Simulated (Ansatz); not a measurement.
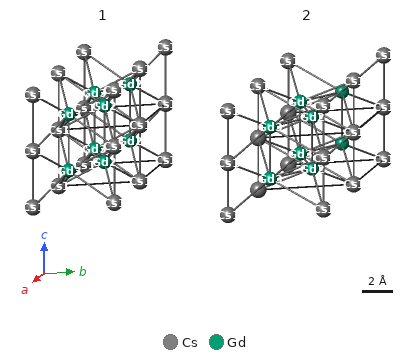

Two geometries of crystalline CsGd$_{2}$ (a generated structure, set up in P6/mmm) (coarse preliminary run), drawn at one scale. One is the start of a relaxation, the other its converged end. Style: ball-and-stick. Shown: the cell of the calculation, repeated 2 × 1 × 2 with one cell outlined, slightly off an axis.

All numbers below come from DFT PBE, scalar-relativistic, plane waves, PAW (Ansatz 0.2.0). (plane-wave cutoff 420 eV; k-point mesh 6 × 6 × 4; occupations gaussian; smearing width 0.1 eV; collinear spin; cell and atoms relaxed; force threshold 0.04 eV/Å; at most 70 steps)

Which geometry has the lower energy?

Structure 2 is the relaxed one. After 5 accepted moves (7 points after the start) the energy has fallen by 0.846 eV per cell of the calculation. All forces vanish by symmetry, so only the cell relaxes. The pressure goes from 5.16 to 0.04 GPa. At 2 points the geometry stayed and the basis and grid were re-selected for the new cell (energy shift of 46.8 meV per cell of the calculation at most each time). The atoms keep their places relative to the cell (all moves are under 0.005 Å). Cell: a = b 5.549 → 6.518 Å (+17.5 %), c 3.903 → 3.596 Å (−7.9 %). Volume +27.1 %. Near-neighbour distances that change, for instance: Gd2–Gd3 3.204 → 3.763 Å, Cs1–Gd2 3.751 → 4.171 Å, Cs1–Cs1 3.903 → 3.596 Å, Gd2–Gd2 3.903 → 3.596 Å. The space group stays P6/mmm (No. 191).

Limits of the set-up: the k-point mesh is coarse for a cell with partly filled bands.
